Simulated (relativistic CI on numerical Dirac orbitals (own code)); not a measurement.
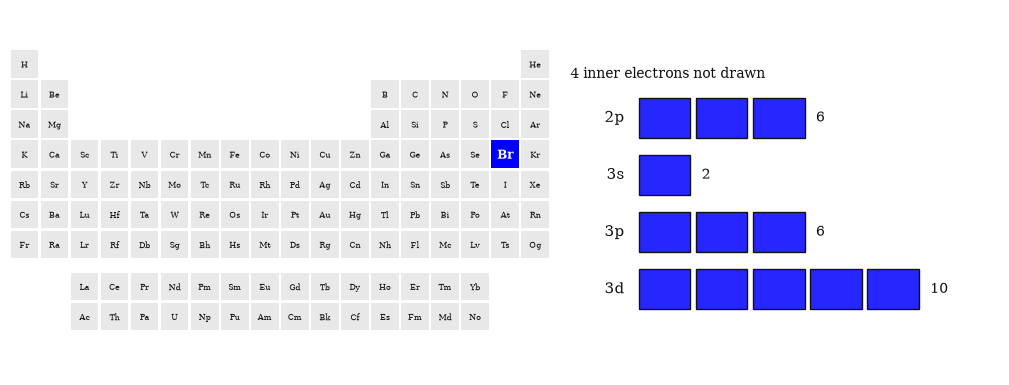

Fig. 1: Left, the place of bromine in the periodic table; right, the outer shells of the leading configuration of the lowest level: a box for each of the 2l + 1 orbitals, shaded by the share of the shell that is filled, with the electron count at the right.

# Relativistic CI calculation, with input and output: Br⁷⁺

- system: Br⁷⁺.
- method: Dirac-Coulomb-Breit CI, KLI orbitals optimised for each configuration, model QED (radiative potential, 1s self-energy scaled to tabulated hydrogen-like ionisation energies), valence Slater integrals scaled by 0.9, P86 correlation estimate, and configurations built on the next ion tied to the tabulated ionisation energy (semi-empirical) (relativistic CI on numerical Dirac orbitals, in-house)

### Summary

- outcome: converged
- lowest level: 3p⁶ 3d¹⁰ ¹S₀
- first excited level: 3p⁶ 3d⁹ 4s ³D₃, 565,946 cm⁻¹
- levels computed: 1468
- SCF iterations: 228
- hardware: 1 CPU thread, shared host
- wall time: 3.7 s

### Remarks

To bear in mind: configurations built on the next ion are tied to the tabulated ionisation energy, low ones can still be off by several thousand cm⁻¹ and the others by 10000 or more; one shift a configuration: terms inside it, and wavelengths, can be off by thousands of cm⁻¹; only a limited list of configurations is included, so lower levels can be missing; only lines among the lowest 300 of 1468 levels are drawn, so those from 3p⁵ 3d¹⁰ 4s are incomplete.

### Input
```
atom Br  Z=35  charge=7  electrons=28
nucleus A=79  rms_radius_fm=4.1629
hamiltonian dirac-coulomb  breit=on  qed=on  c_scale=1
orbitals kli  potential=per-configuration
slater_scale 0.9
correlation anchor
mixing on
configurations
  [Ar] 3d10
  [Ar] 3d9 4s
  [Ar] 3d9 4p
  [Ar] 3d9 4d
  [Ar] 3d9 5s
  [Ar] 3d9 4f
  [Ar] 3d8 4s2
  [Ar] 3d8 4s 4p
  [Ar] 3d8 4p2
  [Ar] 3d9 5p
  [Ar] 3d8 4s 4d
  [Ar] 3d9 5d
  [Ar] 3d8 4p 4d
  [Ar] 3d9 5f
  [Ar] 3d9 5g
  [Ar] 3d8 4d2
  [Ne] 3s2 3p5 3d10 4s
  [Ne] 3s2 3p5 3d9 4s2
  [Ne] 3s2 3p5 3d10 4p
  [Ne] 3s2 3p5 3d9 4s 4p
  [Ne] 3s2 3p5 3d9 4p2
  [Ne] 3s2 3p5 3d10 4d
  [Ne] 3s2 3p5 3d10 5s
  [Ne] 3s 3p6 3d10 4s
end
```

Launched within a batch (the task file carries these settings):
```bash
python <driver script> task.json out
```

The program writes its results to a structured record and prints no log; tables and figures of this report are taken from that record.

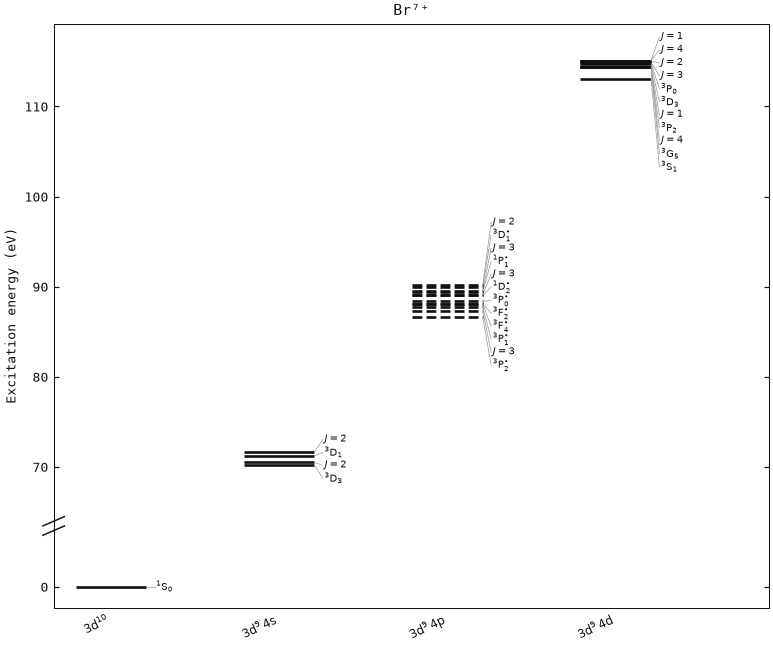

Fig. 2: Level diagram of Br⁷⁺ (bromine, Z = 35). The lowest level is 3d¹⁰ ¹S₀. The first excited level, 3d⁹ 4s ³D₃, lies at 70.2 eV. The lowest level of opposite parity, 3d⁹ 4p ³P°₂, is at 86.7 eV. The levels are in intermediate coupling, nearer jj (mean leading weight 76 % in LS and 76 % in jj).

| Configuration | Level | E (eV) |
| --- | --- | --- |
| 3d¹⁰ | ¹S₀ | 0 |
| 3d⁹ 4s | ³D₃ | 70.17 |
| 3d⁹ 4s | [(3d₅/₂)⁵ 4s] J = 2 | 70.49 |
| 3d⁹ 4s | ³D₁ | 71.22 |
| 3d⁹ 4s | [(3d₃/₂)³ 4s] J = 2 | 71.65 |
| 3d⁹ 4p | ³P°₂ | 86.66 |
| 3d⁹ 4p | [(3d₅/₂)⁵ 4p₁/₂] J = 3 | 87.34 |
| 3d⁹ 4p | ³P°₁ | 87.72 |
| 3d⁹ 4p | ³F°₄ | 88.08 |
| 3d⁹ 4p | ³F°₂ | 88.10 |
| 3d⁹ 4p | ³P°₀ | 88.36 |
| 3d⁹ 4p | ¹D°₂ | 89.01 |
| 3d⁹ 4p | [(3d₅/₂)⁵ 4p₃/₂] J = 3 | 89.09 |
| 3d⁹ 4p | ¹P°₁ | 89.42 |
| 3d⁹ 4p | [(3d₃/₂)³ 4p₃/₂] J = 3 | 89.53 |
| 3d⁹ 4p | ³D°₁ | 89.95 |
| 3d⁹ 4p | [(3d₃/₂)³ 4p₃/₂] J = 2 | 90.15 |
| 3d⁹ 4d | ³S₁ | 113.1 |

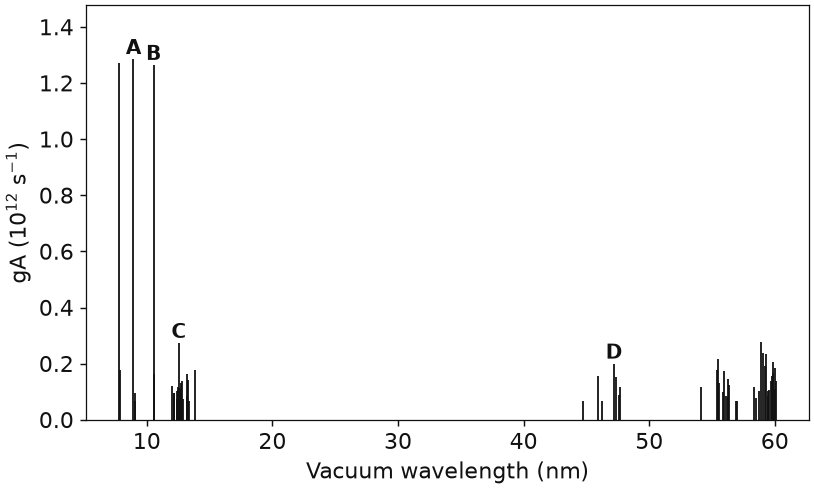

Fig. 3: The stronger electric dipole lines (weighted rates gA) for Br VIII (Br⁷⁺). A: 3p⁶ 3d⁹ 4f ¹P°₁ → 3p⁶ 3d¹⁰ ¹S₀, 8.931 nm, gA = 1.3×10¹² s⁻¹; B: 3p⁵ 3d¹⁰ 4s ³P°₂ → 3p⁶ 3d⁹ 4s ³D₃, 10.54 nm, gA = 1.3×10¹² s⁻¹; C: 3p⁶ 3d⁸ 4s 4p ³D°₃ → 3p⁶ 3d⁹ 4s ³D₃, 12.55 nm, gA = 2.7×10¹¹ s⁻¹; D: 3p⁶ 3d⁹ 4d ³G₅ → 3p⁶ 3d⁹ 4p ³F°₄, 47.21 nm, gA = 2.0×10¹¹ s⁻¹. The strongest, A, lies in the soft X-ray region.
